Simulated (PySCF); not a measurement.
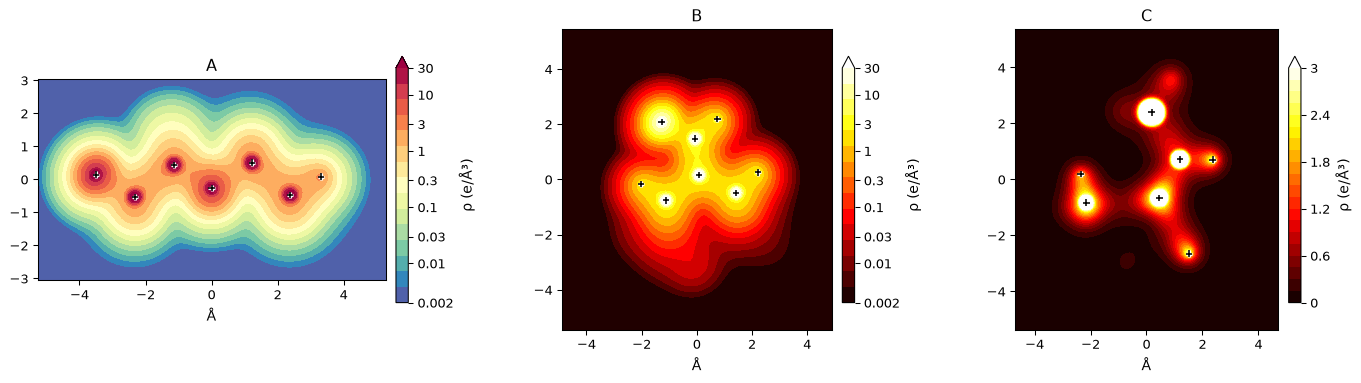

The total electron density of 3 systems, each on a plane through atoms (crosses mark nuclei in the plane).

Method: PySCF, PBE0/pcSseg-1, SCF density, gas phase, non-relativistic.

System 1: C6H15BSi, the plane of atoms C4, B3 and H14. Geometry: GFN2-xTB.

```csv
atom,x (Å),y (Å),z (Å)
C,3.0208,1.0745,-0.6507
Si,2.2150,-0.6554,-0.7888
B,1.0141,-0.9224,0.7412
C,-0.3926,-0.2372,0.7854
C,-1.5686,-0.8258,1.6019
C,-2.5192,-0.5012,0.4425
C,-1.3122,-0.2100,-0.4661
C,-1.3443,1.0749,-1.2705
H,3.6208,1.1573,0.2516
H,2.2675,1.8570,-0.6163
H,3.6692,1.2782,-1.4966
H,3.3322,-1.6132,-0.9133
H,1.5764,-0.6938,-2.1212
H,1.3407,-1.5453,1.6830
H,-0.2232,0.7995,1.1063
H,-1.7881,-0.3386,2.5503
H,-1.4636,-1.8954,1.7755
H,-3.1177,0.3896,0.6280
H,-3.1780,-1.3063,0.1220
H,-1.0986,-1.0495,-1.1320
H,-0.3837,1.2390,-1.7547
H,-1.5586,1.9267,-0.6270
H,-2.1132,1.0246,-2.0398
```

System 2: C7H10FNSi, the plane of atoms C8, C9 and H20. Geometry: GFN2-xTB.

```tsv
atom	x (Å)	y (Å)	z (Å)
N	-1.2716	-0.7505	-2.7355
C	-0.9316	-0.9265	-1.6582
C	-0.5057	-1.1398	-0.2952
C	-1.4064	-0.3388	0.6689
C	-1.4141	1.1574	0.3622
Si	0.3448	1.8811	0.3938
C	1.3458	0.5926	-0.6059
C	0.9504	-0.7633	-0.1398
C	1.8105	-1.5824	0.4462
F	1.4503	-2.7984	0.9155
H	-0.6254	-2.2085	-0.0772
H	-2.4223	-0.7382	0.6018
H	-1.0455	-0.5102	1.6857
H	-1.8632	1.3134	-0.6210
H	-2.0609	1.6608	1.0813
H	0.8572	1.9151	1.7687
H	0.4065	3.1960	-0.2424
H	2.4199	0.7341	-0.5005
H	1.0986	0.6966	-1.6637
H	2.8573	-1.3798	0.6122
```

System 3: C4H7F3O (SMILES CCOC(F)(F)CF), the plane of atoms C2, O3 and C4. Geometry: GFN2-xTB.

| atom | x (Å) | y (Å) | z (Å) |
| --- | --- | --- | --- |
| C | -2.4004 | -0.3233 | 0.0309 |
| C | -1.1754 | 0.5582 | -0.1071 |
| O | -0.0093 | -0.2787 | 0.0596 |
| C | 1.1722 | 0.3414 | -0.0328 |
| F | 1.3203 | 0.9761 | -1.2346 |
| F | 1.2871 | 1.3532 | 0.8791 |
| C | 2.2885 | -0.6881 | 0.1677 |
| F | 3.5124 | -0.1034 | 0.0835 |
| H | -2.4135 | -0.7926 | 1.0100 |
| H | -3.2953 | 0.2800 | -0.0884 |
| H | -2.3895 | -1.1001 | -0.7276 |
| H | -1.1634 | 1.3380 | 0.6615 |
| H | -1.1354 | 1.0265 | -1.0960 |
| H | 2.1845 | -1.1327 | 1.1610 |
| H | 2.2127 | -1.4466 | -0.6160 |

**Which map belongs to which system?**

Panel A is system 3, C4H7F3O: the plane holds C, O, F and H. C–O (1.34 Å): ρ at the midpoint is about 2.5 e/Å³. Panel B is system 2, C7H10FNSi: the plane holds C, F and H. C–C (1.32 Å): ρ is about 2.3 e/Å³ halfway. Panel C is system 1, C6H15BSi: the plane holds Si, B, C and H. C–B (1.57 Å): the density is about 1.4 e/Å³ at the midpoint.
